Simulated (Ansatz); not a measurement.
# Phonons of Al2V in the C11b ordering, part 2 of 3

Question: is the lattice of Al2V in the C11b ordering stable, and if so, what are its coupling constant and resistivity?

Ansatz 0.2.0; DFT PBEsol, scalar-relativistic, plane waves, PAW.

So far. Step 2 (Rough relaxation): The largest force is now 0.012 eV/Å and the largest stress component 0.31 GPa.

The structure was built from a prototype and need not be the compound's stable phase.

**3. Relaxing cell and atoms**

The structure is brought to rest under this functional.

input.yaml reads:

```yaml
crystal:
  lattice:
    - [3.0374022904, 0.0, 1.6059e-06]
    - [0.0, 3.0374022904, 1.6059e-06]
    - [1.5186986587, 1.5186986587, 4.7029387005]
  atoms:
    - { symbol: V, position: [0.0, 0.0, 0.0] }
    - { symbol: Al, position: [0.6606495262, 0.6606495262, 0.6787009475] }
    - { symbol: Al, position: [0.3393504738, 0.3393504738, 0.3212990525] }
kpoints:
  mp_grid: { grid: [10, 10, 10] }
hamiltonian:
  xc: pbesol
scf:
  occupations: { method: gaussian, width: 0.1 }
output:
  forces: true
  stress: true
  eigenvalues: true
  write_density: true
  write_potential: true
  elf: true
  volumetric_format: npy
relax:
  adjacent_minimum: "off"
  f_tol: 0.005
  max_steps: 80
  cell: { stress_tol: 0.05 }
```

Started as:

```
$ ansatz run input.yaml --threads 4 --pin off --max-ram 8192MiB --backend cpu --events-out ev --progress --plain --runs-dir out
```

Numbers of over 12 decimals in the logs are rounded to 6 here.

The program printed:

```text
[the first part of the log is left out]
  E_paw        = -1996.720973  (= ΣΔE_a)
  E_vpaw       = -205.667703  (= ΣTr[D̂ρ^β])
  E_aug_tail   = 0.000250  (compensation charges beyond the density's cutoff)
  E_ewald      = -1269.312134
  E_core_change = 0.187957  (= ΣΔE_core)
  E_smearing   = -0.020111  (= −TS)
  E_closure    = 0.000000  (closes the sum)
  Σ components = -3934.553877   (vs F -3934.553877, Δ=0.00e0)
--- Forces (eV/Å), atoms counted from 1 ---
  atom   1  V      0.00000000    -0.00000000     0.00000000
  atom   2  Al    -0.00000000    -0.00000000     0.00208291
  atom   3  Al     0.00000000     0.00000000    -0.00208291
  max |Σ_I F_I| component: 0.00e0 eV/Å
--- Stress (GPa, compression-positive) ---
        0.017206       0.000000      -0.000000
        0.000000       0.017206      -0.000000
       -0.000000      -0.000000       0.027898
  P = ⅓ Tr σ = 0.0208 GPa (0.208 kbar)
--- Band table (eV; the first three rows and the last of 102) ---
[...]
--- Relaxed structure (5 steps of the walk, 5 accepted, 1 SCFs on fresh bases) ---
[...]
cell:  # Å, volume = 43.4029 Å³
    - [3.017058, -4.216842032938321e-13, 1.595149341897745e-6]
    - [-4.2168420329458846e-13, 3.017058, 1.5951493418991756e-6]
    - [1.508526, 1.508526, 4.768171]
  atoms:
    - { symbol: V, position: [0, 0, 0] }
    - { symbol: Al, position: [0.659849, 0.659849, 0.680303] }
    - { symbol: Al, position: [0.340151, 0.340151, 0.319697] }
```

Wall time 5 s (4 threads of Arm Neoverse V2, shared host); peak memory 0.39 GiB.

Relaxation path:

```
step  energy less that of the first step (eV)  largest force component (eV/Å)  pressure (GPa)  volume (Å³)
   1                                   0.0000                          0.0669           -0.07        43.39
   2                                  -0.0012                          0.0190           -0.02        43.40
   3                                  -0.0017                          0.0044            0.04        43.40
   4                                  -0.0016                          0.0078           -0.14        43.45
   5                                  -0.0017                          0.0020            0.02        43.40
   6                                  -0.0017                          0.0021            0.02        43.40
```

The log counts 1 steps on a newly chosen plane-wave basis, not all of them marked here; energy and pressure can jump at such steps.

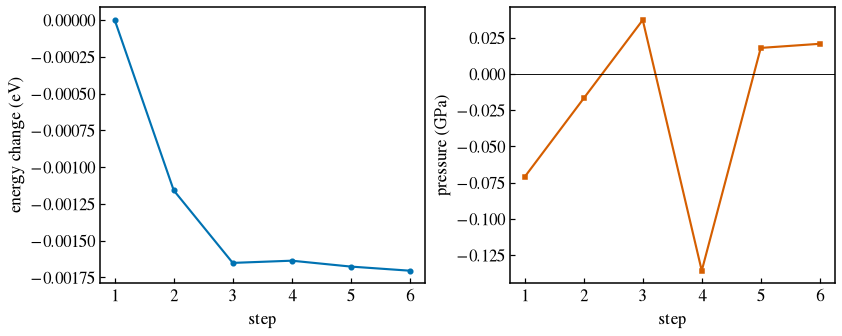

Energy and pressure along the relaxation.

```csv
"conventional cell, symmetrised",before,after,change
a (Å),3.037,3.017,-0.7 %
b (Å),3.037,3.017,-0.7 %
c (Å),9.406,9.536,+1.4 %
volume (Å³/atom),14.46,14.47,+0.0 %
```

The relaxed structure:

```
V Al
1.0
     3.01706    0.00000    0.00000
     0.00000    3.01706    0.00000
     1.50853    1.50853    4.76817
V Al
1 2
Direct
  0.00000 0.00000 0.00000
  0.65985 0.65985 0.68030
  0.34015 0.34015 0.31970
```

This step gave:

```yaml
pressure: 0.02077 GPa
volume_per_atom: 14.47 Å³
```

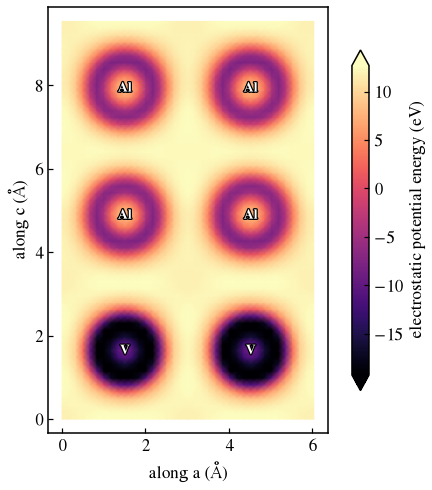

Electrostatic potential energy in the ac plane of the conventional cell at fractional y = 0.000, with atoms of V and Al within 0.2 Å of it. With pseudopotentials it is smooth inside the atoms' cores, unlike the true potential. The map starts off the cell's origin, so that atoms lie inside it.

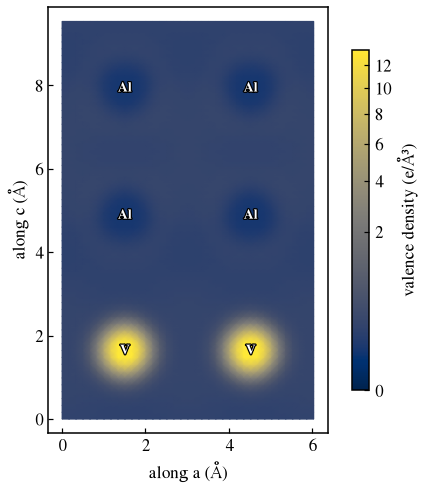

Valence density in the ac plane of the conventional cell at fractional y = 0.000, with atoms of V and Al within 0.2 Å of it. It is the smooth field of the valence electrons, not physical close to the nuclei. The map starts off the cell's origin, so that atoms lie inside it. The colour scale is stretched toward low values.

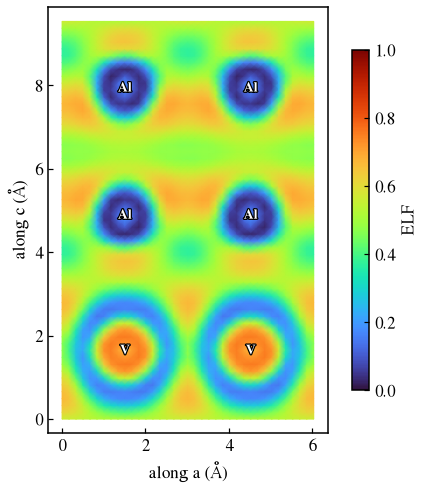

ELF in the ac plane of the conventional cell at fractional y = 0.000, with atoms of V and Al within 0.2 Å of it. It is the smooth field of the valence electrons, not physical close to the nuclei. The map starts off the cell's origin, so that atoms lie inside it.

The largest force is now 0.0021 eV/Å and the largest stress component 0.028 GPa.

**4. Relaxing tightly for phonons**

Phonons are second derivatives about the minimum, so the remaining forces must be small: the thresholds are tightened.

input.yaml reads:

```yaml
crystal:
  lattice:
    - [3.0170576663, 0.0, 1.5951e-06]
    - [0.0, 3.0170576663, 1.5951e-06]
    - [1.5085263122, 1.5085263122, 4.7681712666]
  atoms:
    - { symbol: V, position: [0.0, 0.0, 0.0] }
    - { symbol: Al, position: [0.6598485227, 0.6598485227, 0.6803029546] }
    - { symbol: Al, position: [0.3401514773, 0.3401514773, 0.3196970454] }
kpoints:
  mp_grid: { grid: [10, 10, 10] }
hamiltonian:
  xc: pbesol
scf:
  occupations: { method: methfessel_paxton, width: 0.2 }
output:
  forces: true
  stress: true
  eigenvalues: true
relax:
  adjacent_minimum: "off"
  f_tol: 0.001
  max_steps: 60
  cell: { stress_tol: 0.01 }
```

The program printed:

```text
[the first part of the log is left out]
  E_paw        = -1996.709341  (= ΣΔE_a)
  E_vpaw       = -205.649126  (= ΣTr[D̂ρ^β])
  E_aug_tail   = 0.000252  (compensation charges beyond the density's cutoff)
  E_ewald      = -1269.487245
  E_core_change = 0.187957  (= ΣΔE_core)
  E_smearing   = -0.005560  (= −TS)
  E_closure    = 0.000000  (closes the sum)
  Σ components = -3934.546343   (vs F -3934.546343, Δ=0.00e0)
--- Forces (eV/Å), atoms counted from 1 ---
  atom   1  V      0.00000000    -0.00000000     0.00000000
[...]
P = ⅓ Tr σ = -0.0002 GPa (-0.002 kbar)
--- Band table (eV; the first three rows and the last of 102) ---
[...]
--- Relaxed structure (3 steps of the walk, 3 accepted, 1 SCFs on fresh bases) ---
[...]
cell:  # Å, volume = 43.4017 Å³
    - [3.018058, -4.2180774434035953e-13, 1.5956438771087966e-6]
    - [-4.2180774434044364e-13, 3.018058, 1.5956438771089569e-6]
    - [1.509026, 1.509026, 4.764883]
  atoms:
    - { symbol: V, position: [0, 0, 0] }
    - { symbol: Al, position: [0.659788, 0.659788, 0.680424] }
    - { symbol: Al, position: [0.340212, 0.340212, 0.319576] }
```

The job ended after 3.2 s (4 threads; peak memory 0.39 GiB).

Little changed from the start: no atom moved by 0.005 Å and no cell edge by 0.1 %.

Numbers from this step:

- pressure: -1.97e-4 GPa

The largest force is now 6.1e-4 eV/Å and the largest stress component 0.0066 GPa, small enough for phonons.

**5. Phonons: q 2×2×2, k 6×6×6**

Couplings are defined for a stable lattice alone, so phonons come first.

input.yaml reads:

```yaml
crystal:
  lattice:
    - [3.018057798, 0.0, 1.5956e-06]
    - [0.0, 3.018057798, 1.5956e-06]
    - [1.5090263798, 1.5090263798, 4.7648830954]
  atoms:
    - { symbol: V, position: [0.0, 0.0, 0.0] }
    - { symbol: Al, position: [0.6597880346, 0.6597880346, 0.6804239309] }
    - { symbol: Al, position: [0.3402119654, 0.3402119654, 0.3195760691] }
kpoints:
  mp_grid: { grid: [6, 6, 6] }
hamiltonian:
  xc: pbesol
scf:
  occupations: { method: methfessel_paxton, width: 0.2 }
output:
  eigenvalues: true
phonons:
  method: dfpt
  qmesh: [2, 2, 2]
  temperatures: { t_max: 1000, t_step: 50 }
  qpath:
    path:
      - [[0.0, 0.0, 0.0], [0.5, 0.5, 0.5], [0.5, 0.5, 0.75], [0.5, 0.0, 0.5], [0.0, 0.0, 0.0], [0.0, 0.0, 0.5], [0.44985116, 0.0, 0.72492558]]
      - [[0.55014884, 0.0, 0.27507442], [0.0, 0.0, 0.0]]
      - [[0.5, 0.5, 0.5], [0.55014884, 0.44985116, 0.5]]
      - [[0.44985116, 0.44985116, 0.94985116], [0.0, 0.0, 0.5]]
    npoints: 10
```

The program printed:

```text
[...]
Crystal: 3 atoms, lattice volume = 43.402 Å³
Basis set: ecut = 420 eV, 843 PW (Γ), exchange–correlation on 72×72×72 points (8 copies of the dense FFT grid, shifted against one another)
Bands: 14, of which v1, the nominal top of the filled ones, is band 10 counted from 1 (9 counted from 0)
Symmetry: 16 space group operations
k-points: 30 of 216
[...]
SCF iter   1: F=—  HF=-3934.528953 eV  |F-HF|=—  |Δ(HF+E_count)|=         —  Δρ=7.98e-3  dr2=2.60e-2  ethr=1.77e-3  ⟨swp⟩=5.0  Hψ=2141  notcnv=0
[...]
SCF iter   8: F=-3934.522600 eV  HF=-3934.522600 eV  |F-HF|=6.82e-12  |Δ(HF+E_count)|=  1.73e-10  S|Δr|=    0.00e0  Δρ=1.46e-7  dr2=6.56e-12  ethr=1.00e-12  ⟨swp⟩=3.2  Hψ=1710  notcnv=0
SCF 1 converged in 8 iterations: F = -3934.522600 eV  dr2 = 6.56e-12
[...]
phonons: the bands overlap, so this run is a metal and interpolates without the dipole-dipole term. If the crystal is really an insulator or semiconductor, its LO-TO splitting is missing
NSCF: frozen V_eff on 30 k-points
[...]
DFPT response loops at q = (0, 0, 0) (fractional): preconditioner auto → Kerker (q_TF=auto, 2.377 Å⁻¹) (partly filled bands, converged f_vac=0.000); β = 1.00, the filter's whole step (`scf.mixing.beta` (0.50) is not read by the response loops under this deck's `scf.mixing.preconditioner`; to damp them name `kerker` or `kerker_dos`, under which they read `scf.mixing.beta`, and type it under 1.00, their step now; both keys bind the ground state too); Broyden in place of MSR1
[...]
SCF converged after 8 iterations
Stability not checked: this state was not tested for a lower state beside it, because cold or Methfessel-Paxton smearing, or corrected tetrahedra, fill the levels in a way that the test cannot read (fill_not_monotonic; see scf.lower_state_search)
Free energy (F): -3934.522600 eV
[...]
Internal energy: -3934.509607 eV  (E = F + TS)
E sigma→0 (E₀):  -3934.519352 eV
Entropy (-TS):   -0.012993 eV (-4.331 meV/atom)
Fermi energy:    11.023744 eV
[...]
--- Band table (eV; the first three rows and the last of 30) ---
  k-point 0: bands = [... 6 lower, 7.4050, 9.7262, 11.4067, 11.4067, 12.5072, 12.8673, 16.4745, 17.3877]
  k-point 1: bands = [... 6 lower, 8.6067, 9.6989, 11.4605, 11.4605, 12.5087, 13.0631, 16.6254, 16.6254]
  k-point 2: bands = [... 6 lower, 9.6389, 9.6461, 11.5777, 11.5777, 12.5117, 13.7493, 15.8685, 15.8685]
  k-point 29: bands = [... 6 lower, 8.0033, 9.2405, 9.7378, 10.5022, 10.6931, 13.1372, 13.4149, 13.5470]
--- Phonons (Γ-DFPT): 4 representative perturbations + reference (Σ response iterations 12) ---
  ASR residual: 4.099e-5 → 0.000e0 eV/Å²; symmetrization residual: 1.580e-6 eV/Å²
  ASR residual per site (eV/Å²): 4.10e-5 1.35e-5 1.35e-5
  Γ frequencies (cm⁻¹): 0.00 0.00 0.00 280.48 280.48 292.12 297.14 297.14 299.93
--- Phonons (arbitrary-q DFPT): 4 irreducible q on the 2×2×2 mesh ---
  q = [0.0000, 0.0000, 0.0000] (star 1, of the zone-centre solve; hermiticity 3.71e-7, symmetrization 5.65e-8): -0.00 0.00 0.00 280.48 280.48 292.12 297.14 297.14 299.93
  q = [0.0000, 0.0000, -0.5000] (star 1, 4 solved perturbations in 272 linear systems a pass and spin channel, the states on 112 of 216 k-point pairs; hermiticity 4.21e-6, symmetrization 2.14e-6): 157.18 161.49 161.49 166.41 204.20 204.20 328.60 328.60 376.50
[...]
sum rule: each row above includes the acoustic sum rule's correction from the zone centre's row sums; it moved no ω² by more than (0.47 cm⁻¹)²
  mesh force constants: q→R imaginary residual 2.72e-17; ASR residual 4.099e-5 → 0.000e0 eV/Å²; symmetrization residual 7.105e-15 eV/Å²
  interpolated dispersion: 94 rows × 9 modes
  density of states and harmonic sums: on the 22×22×14 q-mesh, interpolated from the force constants of a 2×2×2 supercell (no non-analytic term)
  largest difference from the sums on the solved wave vectors: F 3.97e-2 eV, S 4.02e-5 and C_V 2.42e-5 eV/K
  zero-point energy: 0.120784 eV/cell   skipped modes (ω ≤ 0): 2277, of them read as no rigid motion or as one in doubt: 2274 (1.367e0 modes/cell left out, lowest -240.31 cm⁻¹)   left out of the sums: 1.52e-1 of the cell's modes: C_V's classical limit lies that fraction below 3 k_B per atom; for a crystal, a wire or a layer, F and S can be off by more, and a phonons.interpolated_qmesh denser along its periods is the remedy for the sampling
```

Elapsed: 19 s, on 4 threads; peak memory 0.56 GiB.

Numbers from this step:

```yaml
share_of_imaginary_modes_in_the_plain_interpolation_between_solved_wavevectors: 0.1525
highest_frequency_solved_or_plainly_interpolated: 376.5 cm⁻¹
```

Solved on the 2×2×2 mesh alone; all other wavevectors are interpolated. The phonon branches at the labelled points (cm⁻¹):

```csv
point,branch 1,branch 2,branch 3,branch 4,branch 5,branch 6,branch 7,branch 8,branch 9
Γ,0,0,0,280,280,292,297,297,300
X,-240,-218,206,237,246,267,307,330,358
P,-230,-230,218,235,235,274,298,347,347
N,-222,140,197,201,253,266,312,327,356
Γ,0,0,0,280,280,292,297,297,300
M,157,162,162,166,204,204,329,329,376
S,-221,72,206,255,259,265,292,341,342
jump to S0,-221,72,206,255,259,265,292,341,342
Γ,0,0,0,280,280,292,297,297,300
jump to X,-240,-218,206,237,246,267,307,330,358
R,-234,-213,207,228,229,283,308,332,357
jump to G,-234,-213,207,228,229,283,308,332,357
M,157,162,162,166,204,204,329,329,376
```

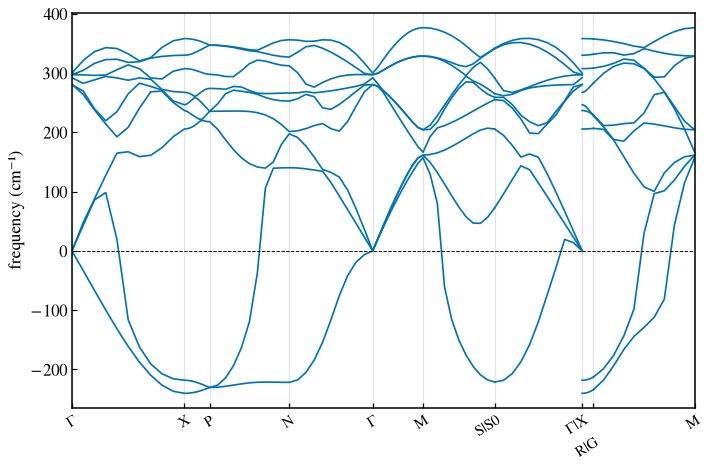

Phonon branches along the path.

Lowest modes at the softest wavevector of the mesh. Modes at q = (0.500, 0.500, 0.000), with each element's share of the kinetic energy (negative means imaginary):

```
mode  frequency (cm⁻¹)  V %  Al %
   1            -240.3   76    24
   2            -218.2   85    15
   3             205.6    0   100
   4             236.7   50    50
   5             246.4    0   100
   6             267.4   24    76
```

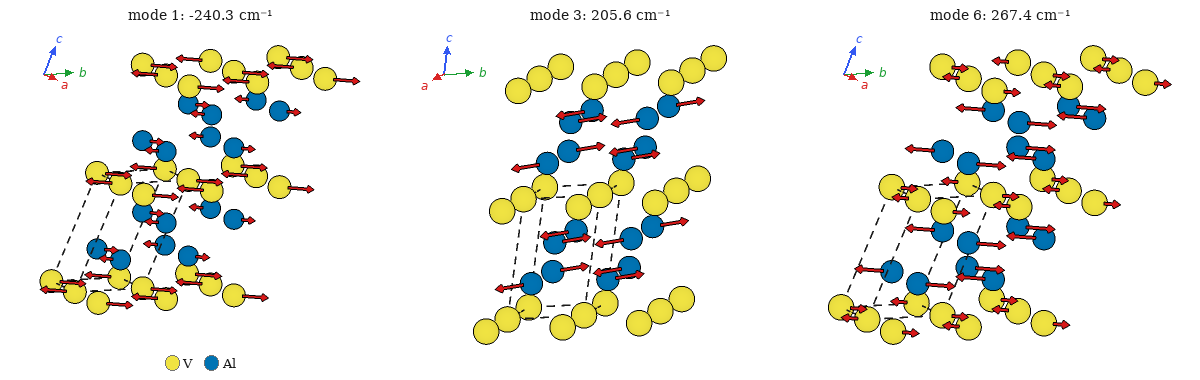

Displacement patterns of modes 1, 3 and 6 at q = (0.500, 0.500, 0.000); arrows are exaggerated. 2×2×2 cells are drawn. The axes are those of the cell as run, not the conventional ones. Some periodic images of atoms are drawn too.

Among the solved wavevectors the lowest mode, translations apart, is -240 cm⁻¹, imaginary.

[end of part 2 of 3]

[Logs are printed without paths, hosts, clocks, repeated set-up lines and the standing remarks that a program may print on its own settings, such as how far it seeks lower states.]

[Hosts, paths, dates, database ids (printed as entryN), source tags and the programs' standing remarks are cut or masked in the printed files.]
